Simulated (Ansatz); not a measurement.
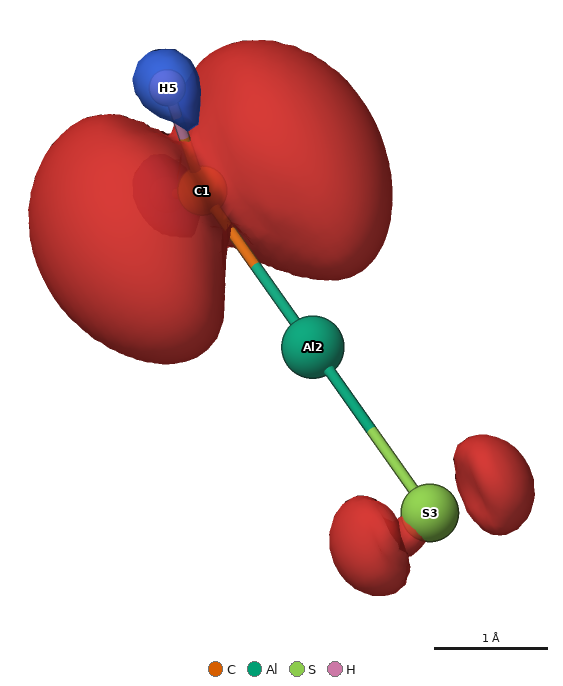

CH$_{2}$AlS (SMILES [CH2][Al+][S-]) (doublet). Isosurfaces of the spin density at +0.02 (red) and −0.02 e/Å³ (blue), seen at an oblique angle.

Geometry: B3LYP-D3(BJ)/def2-SVP.

All numbers below come from isolated molecule in a Gaussian basis; Kohn-Sham density functional theory, functional PBE0 (Ansatz).

```xyz
5

C    -1.4839    0.7395   -0.7145
Al    0.3255    1.0949   -1.1886
S     2.2400    1.4711   -1.6899
H    -1.7900   -0.1257   -0.1126
H    -2.3225    1.3799   -1.0162
```

> Which atoms carry the spin?

The unpaired spin (1 electron) lies mostly on C1 (about 0.8) and Al2 (about 0.1), in electrons by Hirshfeld's partition.
